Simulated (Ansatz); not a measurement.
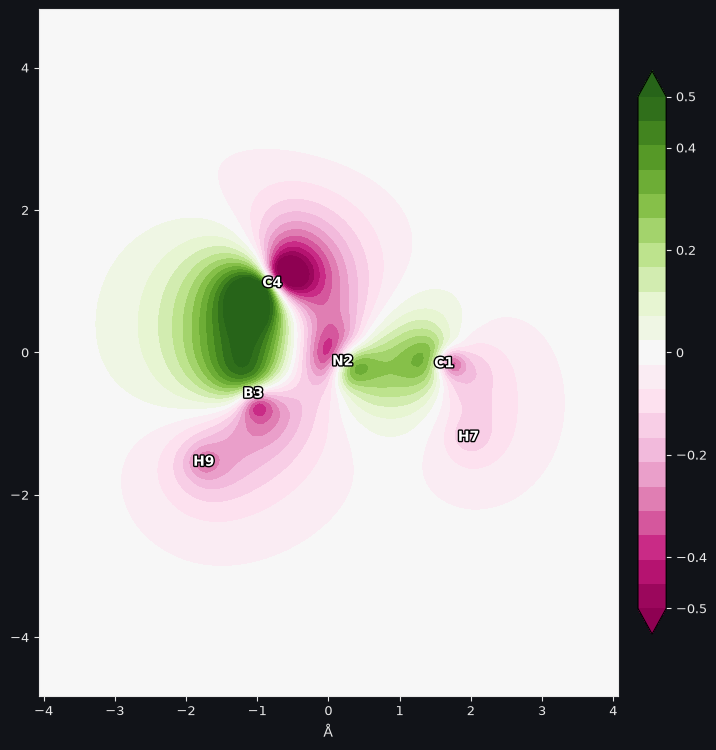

The picture shows: C2H8BNSi (SMILES CN1BC1[SiH3]). The HOMO−1 on the plane of atoms C4, B3 and H9 (values in Å⁻³ᐟ²; the overall sign is arbitrary).

Geometry: PBE0-D4/def2-TZVP.

Method: RKS PBE0-D4/def2-TZVPP (Ansatz 0.2.0).

```yaml
atoms:
  - { symbol: C, position_ang: [-1.4601, 0.2099, 1.2510] }
  - { symbol: N, position_ang: [-0.4775, 0.7512, 0.3793] }
  - { symbol: B, position_ang: [0.4408, 1.5989, -0.0921] }
  - { symbol: C, position_ang: [0.1307, 0.2737, -0.8856] }
  - { symbol: Si, position_ang: [1.2707, -1.2006, -0.8588] }
  - { symbol: H, position_ang: [-1.1507, -0.7712, 1.6266] }
  - { symbol: H, position_ang: [-1.6068, 0.8803, 2.0996] }
  - { symbol: H, position_ang: [-2.4156, 0.0848, 0.7309] }
  - { symbol: H, position_ang: [1.0022, 2.6262, 0.0783] }
  - { symbol: H, position_ang: [-0.5235, 0.3481, -1.7613] }
  - { symbol: H, position_ang: [0.5492, -2.5010, -0.7297] }
  - { symbol: H, position_ang: [2.0582, -1.2506, -2.1210] }
  - { symbol: H, position_ang: [2.2028, -1.0844, 0.2976] }
```

Q: Describe this orbital and give its energy.

A: It lies mainly on C4 (about 35 %), B3 (about 20 %), N2 (about 10 %), Si5 (about 10 %) and H11 (about 10 %). Its energy is −7.87 eV.
